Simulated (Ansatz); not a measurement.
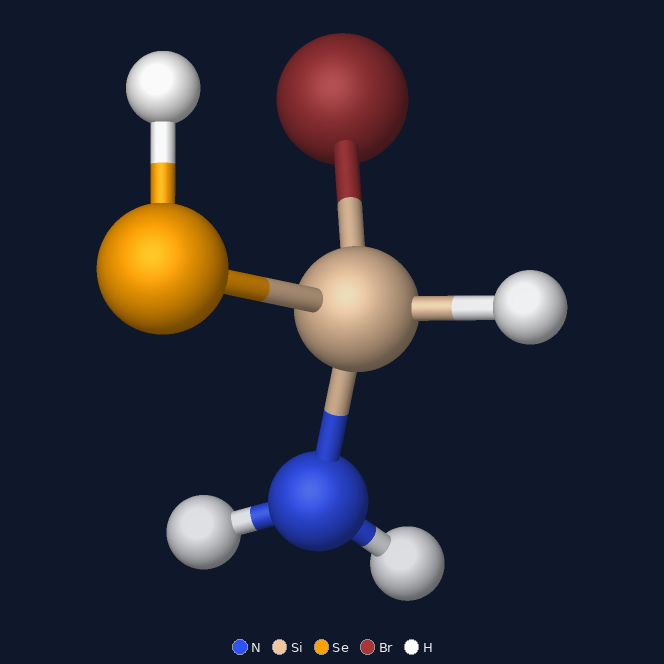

Rendered structure (ball-and-stick style).

Computed geometry: PBE0-D4/def2-TZVP optimisation.

Give the formula.

BrH₄NSeSi, 8 atoms: 1 bromine, 4 hydrogen, 1 nitrogen, 1 selenium and 1 silicon.

Describe its rings.

It has no ring.

What is the point group of this geometry?

C1.

More results for the same structure follow; atom numbers are the same in all pictures, views and colours differ.

Shape

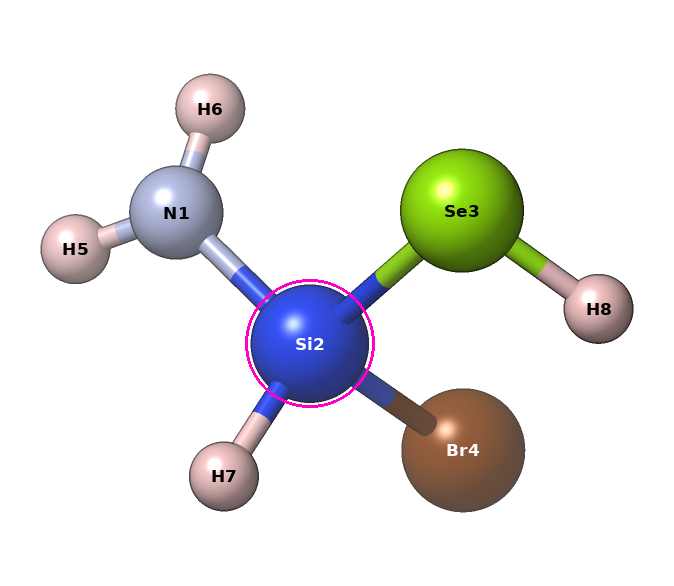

Distant atoms are faded towards the background colour. Circles mark the stereogenic atoms.

Assign CIP descriptors.

Si2: R (priorities Br4 > Se3 > N1 > H7).

Levels of theory compared

Program: Ansatz 0.2.0.

Compare HOMO energy (eV) at these levels: CAM-B3LYP-D4/def2-TZVPP; HSE06 (plane-wave form)-D4/def2-TZVPP; PBE0-D4/def2-QZVPP; PBE0-D4/def2-TZVPP; r2SCAN-D4/def2-TZVPP; r2SCAN0-D4/def2-TZVPP; ωB97M-V/def2-QZVPP; ωB97M-V/def2-SVP.

```
                                level  HOMO energy (eV)
              CAM-B3LYP-D4/def2-TZVPP             −8.54
HSE06 (plane-wave form)-D4/def2-TZVPP             −6.87
                   PBE0-D4/def2-QZVPP             −7.29
                   PBE0-D4/def2-TZVPP             −7.27
                 r2SCAN-D4/def2-TZVPP             −6.40
                r2SCAN0-D4/def2-TZVPP             −7.46
                   ωB97M-V/def2-QZVPP             −9.46
                     ωB97M-V/def2-SVP             −9.27
```

Charges

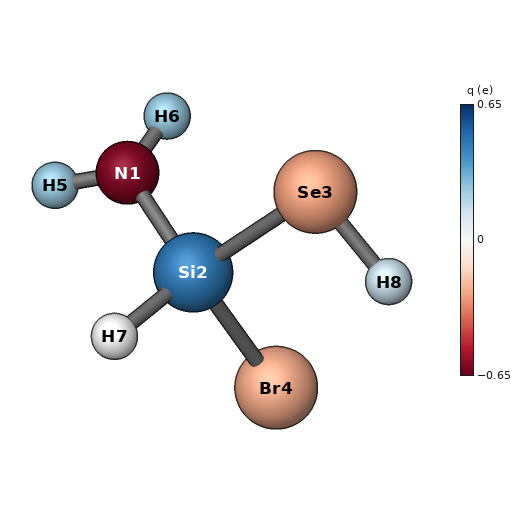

Atoms are coloured by their Mulliken charges. Method: RKS PBE0-D4/def2-TZVP (Ansatz 0.2.0).

Which atom carries the highest charge (most positive or least negative)?

Si2 (0.46 e).

And the lowest?

N1 (−0.60 e).

List the Mulliken charges.

```
atom  value (e)
  N1      −0.60
 Si2       0.46
 Se3      −0.26
 Br4      −0.24
  H5       0.25
  H6       0.25
  H7       0.00
  H8       0.15
```

Vibrations

Harmonic vibrations computed with RKS PBE0-D4/def2-TZVP (Ansatz 0.2.0) at a stationary point of the same level.

How many vibrational modes are there, and where do they lie?

18 modes: 111, 174, 182, 227, 307, 371, 411, 466, 668, 705, 804, 896, 913, 1575, 2262, 2457, 3598, 3697 cm⁻¹.

Dipole moment

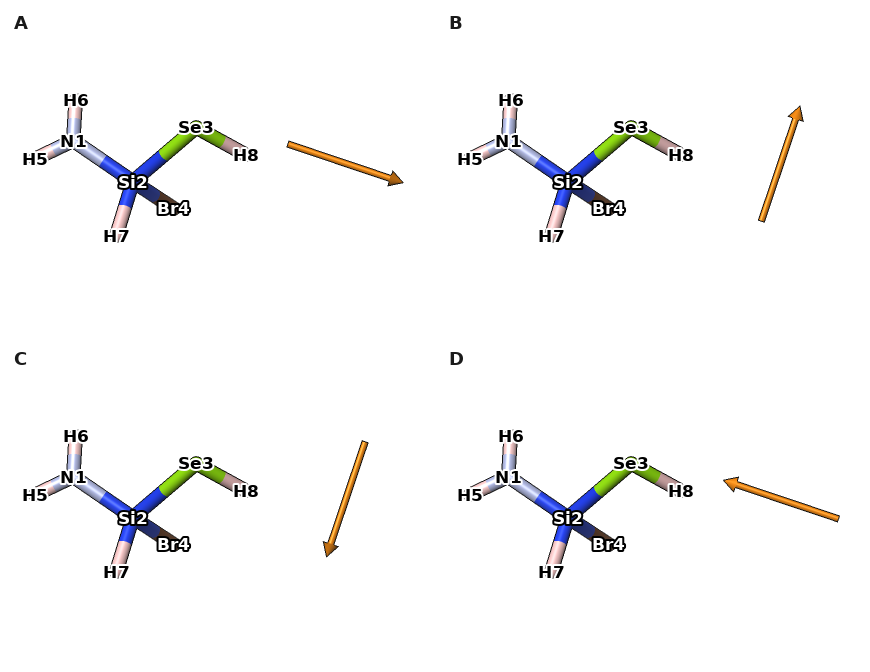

The same molecule four times, each with an arrow. Level of theory: RKS ωB97M-V/def2-TZVPP (Ansatz 0.2.0).

Which arrow points along the dipole moment, from the negative to the positive end?

D. The dipole moment is 1.70 D; it points from the side of H8 to the side of H5 (the outermost atoms at the two ends).

Mulliken values depend strongly on the basis set and can even reverse the polarity of a bond.
